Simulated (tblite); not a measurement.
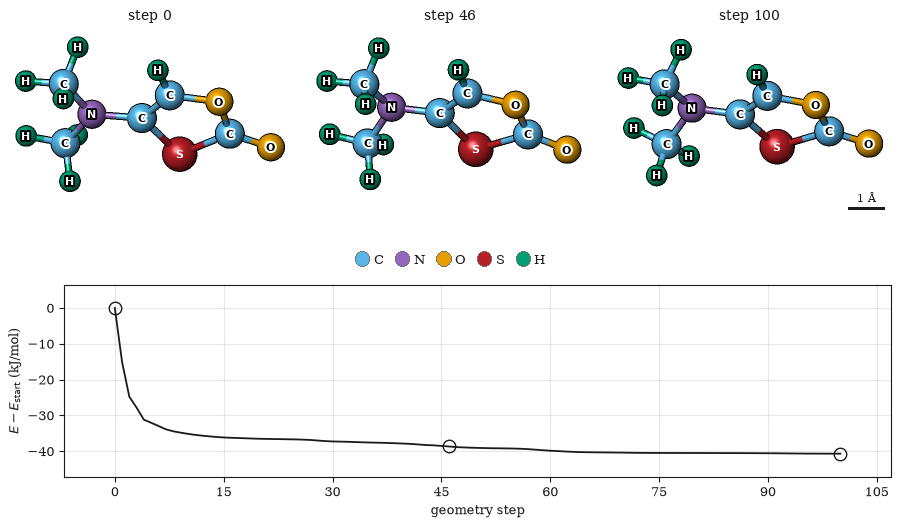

Frames of a relaxation of C₅H₇NO₂S, marked on the history of the run. Style: ball-and-stick. Shown from a free direction.

The calculation used GFN2-xTB geometry optimisation, gas phase (tblite). 

> Describe the path.

The energy falls by 40.7 kJ/mol in 100 geometry steps. The atom that moves furthest after the best rigid fit is an H atom (0.72 Å). Largest moves by element: H 0.72 Å, S 0.27 Å, N 0.22 Å, O 0.15 Å, C 0.12 Å. Near-neighbour distances that change, for instance: C–O 1.375 → 1.317 Å, C–S 1.755 → 1.803 Å, C–O 1.226 → 1.192 Å, C–N 1.398 → 1.364 Å. Among the angles between lasting bonds that change: C–O–C 106.4° → 115.3°, C–C–O 121.2° → 115.7°, O–C–S 114.7° → 109.6°. From step 0 to 46: an H atom moves most (0.32 Å), energy −38.6 kJ/mol. From step 46 to 100: an H atom moves most (0.44 Å), energy −2.02 kJ/mol.
